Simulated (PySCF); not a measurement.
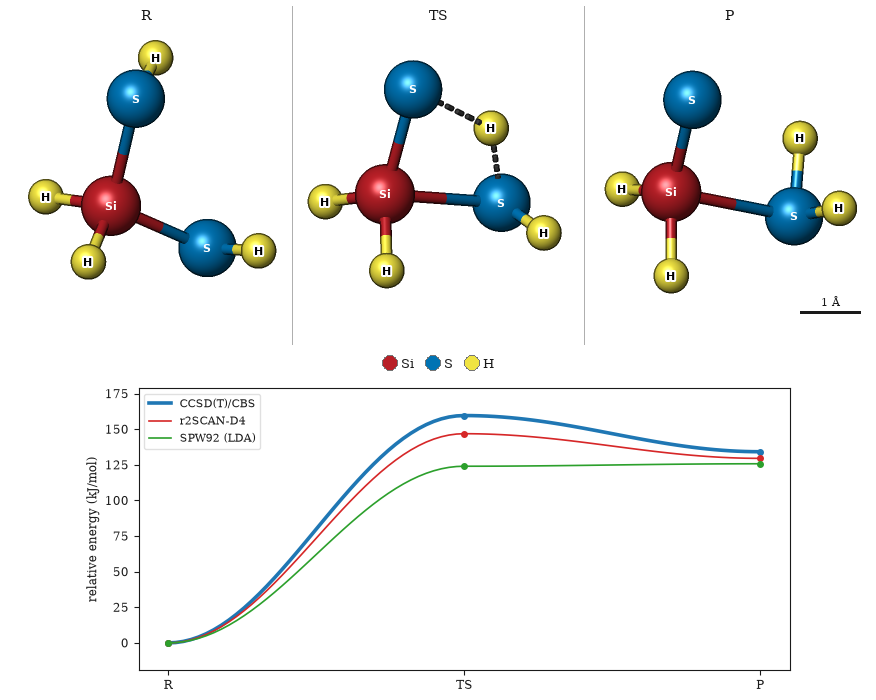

A reaction step of SiH₄S₂, with its energy diagram. A ball-and-stick model, seen at a tilt. Dashed sticks mark bonds that form or break.

Stationary points at PBE0-D4/def2-TZVP, single-point energies with CCSD(T)/CBS, r2SCAN-D4, SPW92 (LDA) (def2-TZVPP where no basis is named; PySCF 2.14.0). The energies are electronic, without zero-point or thermal terms, and both ends are the minima reached downhill from the saddle, with any fragments still in contact. CCSD(T)/CBS stands for a frozen-core estimate: MP2 correlation extrapolated from def2-TZVPP and def2-QZVPP, CCSD(T) minus MP2 from the smaller set.

Describe the step and its energetics.

From R over the saddle to P, a bond forms: H–S (3.51 → 1.46 → 1.35 Å). A bond breaks: H–S (1.34 → 2.03 → 3.38 Å). Bonds that stay but change much: S–Si (2.13 → 2.36 → 2.50 Å). The saddle has one imaginary mode, 580i cm⁻¹. With CCSD(T)/CBS the barrier is 159.6 kJ/mol from R and 25.4 kJ/mol from P, and P lies 134.2 kJ/mol above R.

```tsv
level	barrier from R (kJ/mol)	barrier from P (kJ/mol)	P less R (kJ/mol)
CCSD(T)/CBS	159.6	25.4	134.2
r2SCAN-D4	146.9	17.3	129.6
SPW92 (LDA)	124.0	−1.7	125.8
```

Against CCSD(T)/CBS, r2SCAN-D4 comes closest on the barrier from R (−12.7 kJ/mol) and SPW92 (LDA) misses most (−35.6 kJ/mol).
